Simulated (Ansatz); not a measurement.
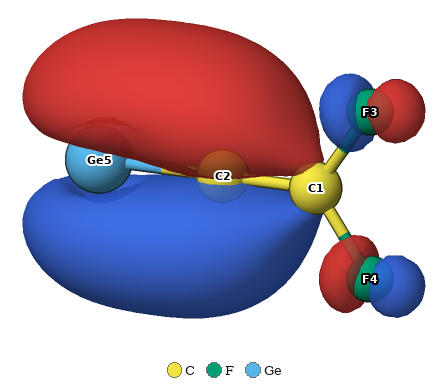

Figure 1: C2F2Ge (SMILES FC(F)=[C]=[Ge]). The HOMO at ±0.1 Å⁻³ᐟ² (blue and red are the two phases), seen at a tilt.

Geometry: B3LYP-D3(BJ)/def2-SVP.

The calculation used isolated molecule in a Gaussian basis; Kohn-Sham density functional theory, functional PBE0 in Ansatz 0.2.0.

Input

```
crystal:
  periodic: [false, false, false]
  atoms:
    - {symbol: C, position_ang: [-2.083055, -0.709620, 0.362920]}
    - {symbol: C, position_ang: [-3.246486, -0.422005, -0.200789]}
    - {symbol: F, position_ang: [-0.991366, 0.028909, 0.310980]}
    - {symbol: F, position_ang: [-1.810485, -1.785401, 1.075875]}
    - {symbol: Ge, position_ang: [-4.794089, -0.039486, -0.950867]}
basis:
  gaussian:
    orbitals: def2-TZVPD
output:
  forces: true
  orbitals: {seedname: orbitals}
hamiltonian:
  xc: {name: PBE0}
```

Launched as:

```sh
ansatz run input.yaml --threads 1 --pin off --max-ram 2610MiB --events-out events.jsonl --progress --plain --runs-dir runs
```

Q: Describe this orbital and give its energy.

A: It lies mainly on C2 (about 50 %), Ge5 (about 40 %) and C1 (about 10 %); it is symmetric in the molecular plane (an in-plane orbital: σ, lone-pair or in-plane π type). Its energy is −6.86 eV.
